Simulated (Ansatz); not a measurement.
**FH3Si (SMILES F[SiH3]) at CCSD/STO-3G**

What is the vertical singlet–triplet gap of FH3Si at CCSD/STO-3G? 

The results are computed with Ansatz 0.2.0.

## 1. The system as given

The species is FH3Si (5 atoms), typed as a singlet with charge 0. SMILES: `F[SiH3]`. The coordinates come from a PBE0-D4/def2-TZVP relaxation.

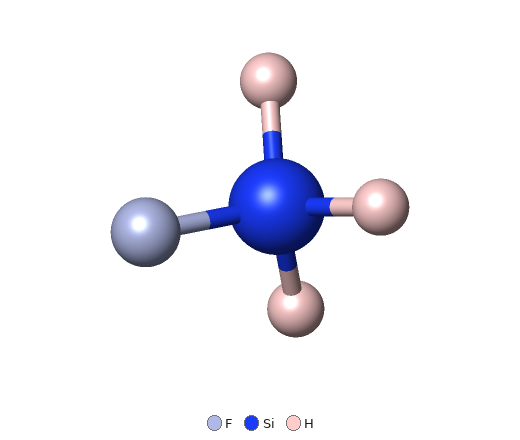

Viewed from a chosen angle; fluorine light blue, silicon blue, hydrogen pink.

## 2. A single-point energy at CCSD/STO-3G

run.yaml

```yaml
crystal:
  periodic: [false, false, false]
  atoms:
    - {symbol: F, position_ang: [-1.274600, 0.162800, 0.858000]}
    - {symbol: Si, position_ang: [0.043300, -0.019300, -0.030700]}
    - {symbol: H, position_ang: [-0.367800, -0.192600, -1.443700]}
    - {symbol: H, position_ang: [0.768600, -1.217900, 0.451600]}
    - {symbol: H, position_ang: [0.880500, 1.193400, 0.123400]}
basis:
  gaussian:
    orbitals: STO-3G
total_charge: 0
correlation:
  method: ccsd
  frozen_orbitals: {F: 1, H: 0, Si: 5}
accuracy: high
scf:
  omitted_lower_state_checks: [cluster_reference, increment]
```

Launch:

```bash
$ ansatz run run.yaml --threads 1 --pin off --max-ram 2610MiB --events-out events.jsonl --progress --plain --runs-dir runs
```

Standard output, shortened:

```text
Warning: RAYON_NUM_THREADS=1 ignored (pool sized by the plan → 1); use --threads N
Functional definition: HF
  name "HF"
[...]
291 factors; integrals over basis functions are off by at most 3.3e-8 eV
[...]
mean field -10486.87298358 eV, -385.3854738887 hartree, gradient 3.3e-8 eV, S^2 0.000000; 0 other end points of the search recorded, 0 dependent functions left out
6 core orbitals not correlated: weight in the atoms' cores, before any rotation towards them, 1.000 or more for the frozen orbitals, at most 0.000 for the correlated occupied ones
reference -10486.87298358 eV, -385.3854738887 hartree; 7, 7 occupied and 4, 4 virtual orbitals, 291 factors
second order -1.52060413 eV of doubles, -0.00000000 eV of singles
cycle   1  -1.89577224 eV  change   -3.8e-1 eV  update   6.0e-2
[...]
cycle  19  -2.12816033 eV  change  -3.6e-10 eV  update  2.1e-10
Total energy: -10489.00114390 eV, -385.4636823381 hartree
Checks for a lower state left out: cluster_reference, increment
```

Run time: 0.18 s. Hardware: 1 thread of Intel Xeon Platinum 8259CL at 2.50GHz (Skylake/Cascade Lake), shared host.

## 3. The triplet at the same level

run.yaml: that of step 2 with these lines changed.

```diff
@@ -11,3 +11,8 @@
     orbitals: STO-3G
-total_charge: 0
+accuracy: high
+magnetization:
+  spin_polarized: true
+  initial_magnetization: 2
+scf:
+  omitted_lower_state_checks: [cluster_reference, increment]
 correlation:
@@ -15,4 +20 @@
   frozen_orbitals: {F: 1, H: 0, Si: 5}
-accuracy: high
-scf:
-  omitted_lower_state_checks: [cluster_reference, increment]
```

Launch:

```bash
$ ansatz run run.yaml --threads 1 --pin off --max-ram 2610MiB --events-out events.jsonl --progress --plain --runs-dir runs
```

Standard output, shortened:

```text
Warning: RAYON_NUM_THREADS=1 ignored (pool sized by the plan → 1); use --threads N
[... 2 set-up lines as earlier in the session ...]
[...]
291 factors; integrals over basis functions are off by at most 3.3e-8 eV
[...]
mean field -10476.89522066 eV, -385.0187978646 hartree, gradient 2.5e-8 eV, S^2 2.001638; 8 other end points of the search recorded, 0 dependent functions left out
6 core orbitals not correlated: weight in the atoms' cores, before any rotation towards them, 1.000 or more for the frozen orbitals, at most 0.000 for the correlated occupied ones
reference -10476.89522066 eV, -385.0187978646 hartree; 8, 6 occupied and 3, 5 virtual orbitals, 291 factors
second order -1.02642808 eV of doubles, -0.00000000 eV of singles
cycle   1  -1.37736744 eV  change   -3.5e-1 eV  update   5.3e-2
[...]
cycle  56  -1.63797312 eV  change  -5.2e-10 eV  update   1.3e-9
Total energy: -10478.53319378 eV, -385.0789922664 hartree
Checks for a lower state left out: cluster_reference, increment
```

Run time: 1 s. Hardware: 1 thread of Intel Xeon Platinum 8259CL at 2.50GHz (Skylake/Cascade Lake), shared host.

## 4. Summary of results

Level: CCSD/STO-3G, 6 core orbitals frozen.

```
                                            quantity          value
                               singlet: total energy  -385.46368 Eh
singlet: correlation energy (6 core orbitals frozen)      -78.2 mEh
                              singlet: T1 diagnostic          0.008
                               triplet: total energy  -385.07899 Eh
triplet: correlation energy (6 core orbitals frozen)      -60.2 mEh
                                       triplet: ⟨S²⟩          2.002
                              triplet: T1 diagnostic          0.014
    vertical energy of the triplet above the singlet      10.468 eV
```

At this shape the triplet lies 10.47 eV (1010 kJ/mol) above the singlet.
